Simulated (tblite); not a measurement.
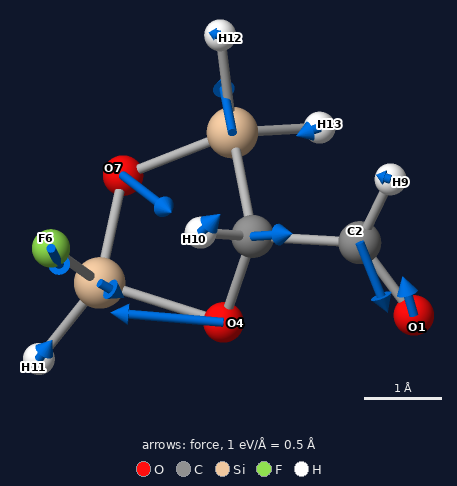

Starting geometry of C2H5FO3Si2 with the computed forces as blue arrows. Style: ball-and-stick. Shown at a tilt.

Method: GFN2-xTB geometry optimisation, gas phase (tblite 0.8.0). 

What follows when this structure is relaxed?

It isn't relaxed: the largest force vector, on an O atom, is 3.03 eV/Å. The final displacements follow the starting forces only in part (cosine between the two patterns 0.37). The largest move after the best rigid fit is that of an O atom, 1.69 Å. By element the largest moves are O 1.69 Å, F 1.44 Å, H 1.39 Å, C 0.62 Å, Si 0.30 Å. Near-neighbour distances that change, for instance: O–Si 1.731 → 1.617 Å, C–Si 1.867 → 1.978 Å, F–Si 1.690 → 1.597 Å, O–Si 1.721 → 1.658 Å. Bond angles that change, for instance: C–O–Si 96.7° → 114.8°, Si–O–Si 99.7° → 116.7°, C–C–Si 113.1° → 101.4°. Groups turn about C–O by about 100°, O–Si by about 95°, C–Si by about 70°. Over 88 geometry steps the energy falls by 39.9 kcal/mol.
